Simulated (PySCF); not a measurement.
Consider C₆H₁₅NOSi.

Input file:

```
{"job": {"kind": "nmr", "xc": "PBE0", "basis": "pcSseg-1"}, "charge": 0, "multiplicity": 1}
C     -3.808062    -1.271475    -0.157569
C     -2.480816    -0.827036    -0.677103
C     -1.523773    -0.264151     0.048554
Si     0.151880     0.294824    -0.603826
C      1.534313    -0.918392    -0.100490
O      2.757953    -0.336684    -0.508535
C      3.870662    -1.145066    -0.238379
N      0.549046     1.755714     0.211023
C     -0.254342     2.953938     0.139087
H     -4.610240    -0.754097    -0.683771
H     -3.899886    -1.072713     0.907589
H     -3.939896    -2.339699    -0.329837
H     -2.325865    -0.996517    -1.735258
H     -1.721530    -0.107776     1.103865
H      0.113161     0.344059    -2.078488
H      1.397169    -1.889510    -0.593329
H      1.554332    -1.112175     0.980031
H      3.801189    -2.107355    -0.763256
H      3.966201    -1.343415     0.837800
H      4.750194    -0.605523    -0.586825
H      1.533333     1.968003     0.290494
H     -1.303408     2.666983     0.114883
H     -0.044201     3.551426    -0.754492
H     -0.079148     3.576401     1.018854
```

Run with:

```sh
OMP_NUM_THREADS=1 python probes_run.py task.json out
```

Geometry: GFN2-xTB.

The calculation used PySCF 2.14.0, PBE0/pcSseg-1, SCF density, gas phase, non-relativistic.

**What can the converged electron density and electron localisation function tell about the bonding?**

C–O (1.40 Å): ρ at the midpoint is about 2.1 e/Å³, with its minimum of 1.8 e/Å³ about 0.5 Å from C; the ELF peaks at about 0.90 between the atoms, as expected for a shared but strongly polarised pair.
C–Si (1.88 Å): ρ is about 0.94 e/Å³ halfway; the ELF peaks at about 0.95 between the atoms, as expected for a shared electron pair.

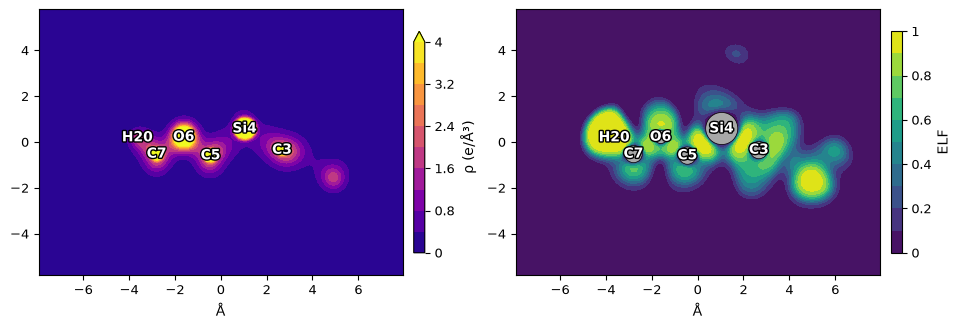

Computed electron density and electron localisation function on the plane of atoms Si4, C5 and O6, in this order. Grey discs cover the atomic cores in the ELF map. 
